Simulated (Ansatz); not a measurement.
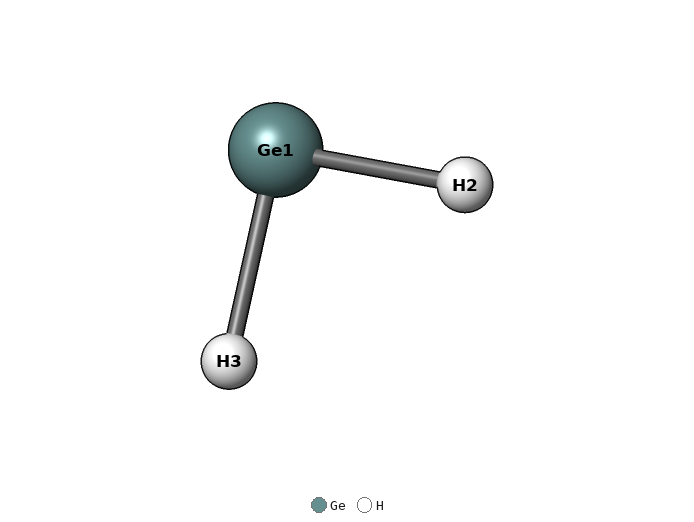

Harmonic vibrations computed with RKS PBE0-D4/def2-TZVP (Ansatz 0.2.0) at a stationary point of the same level.

> Minimum or transition state?

A minimum: no imaginary frequency, and the lowest mode lies at 935 cm⁻¹.

> List the wavenumbers.

3 modes: 935, 1928, 1937 cm⁻¹.
